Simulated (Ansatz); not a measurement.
# Pressure series in MgAl2C2

The reference is MgAl₂C₂ (space group P-3m1, No. 164; a cell from a computed database, its experimental status unchecked).

```
MgAl2C2
1.0
    3.37545     0.00000     0.00000
   -1.68772     2.92322     0.00000
    0.00000     0.00000     5.77374
Mg Al C
1 2 2
Direct
  0.00000   0.00000   0.00000
  0.66667   0.33333   0.34997
  0.33333   0.66667   0.65003
  0.33333   0.66667   0.26931
  0.66667   0.33333   0.73069
```

Cell and atoms are relaxed at each pressure.

Computed with PBEsol (Ansatz, a quantum-chemistry and plane-wave program), no spin-orbit coupling.

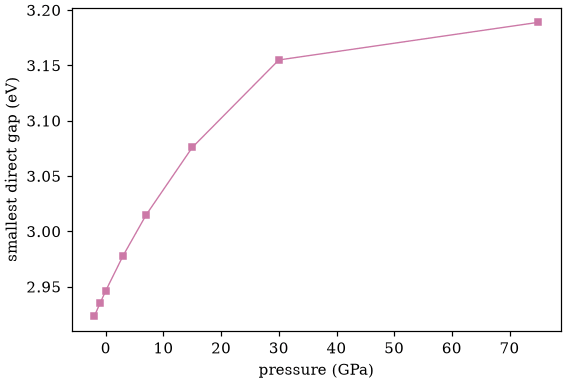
Figure: Smallest direct gap against pressure

```csv
pressure (GPa),smallest direct gap
-2,2.92 eV
-1,2.94 eV
3,2.98 eV
7,3.01 eV
15,3.08 eV
30,3.15 eV
75,3.19 eV
```

Load acts through the strain it causes; cell and atoms are relaxed under it. Whether these cells are dynamically stable was not tested. Competing high-pressure phases were not computed.
